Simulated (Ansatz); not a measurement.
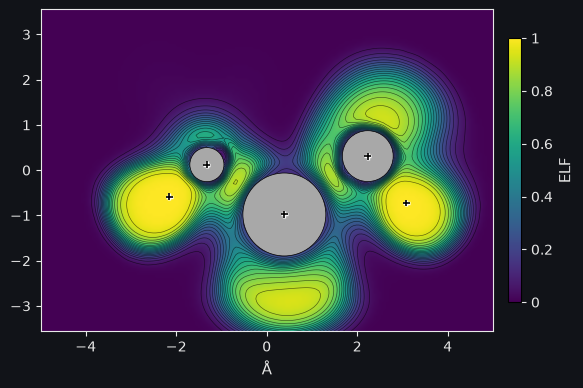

The electron localisation function on a plane through atoms (crosses mark nuclei in the plane; grey discs cover the cores).

Theory: UKS PBE0-D4/def2-TZVPP in Ansatz.

Candidates:
A. C₂H₂Cl₂FSi (SMILES [CH]=C[Si](F)(Cl)Cl) (doublet)
B. C₃H₈GaS (SMILES C[CH](C)[Ga][SH]) (doublet)

> Which candidate gave the map?

Candidate B: C₃H₈GaS on the plane of atoms Ga4, S5 and H13, which holds C, Ga, S and H. C–Ga (2.04 Å): the ELF peaks at about 0.90 in the valence shell of C, 0.7 Å from its nucleus, and is about 0.60 at the midpoint. Ga–S (2.25 Å): the ELF peaks at about 0.85 in the valence shell of S, 1.0 Å from its nucleus, and is about 0.65 at the midpoint.
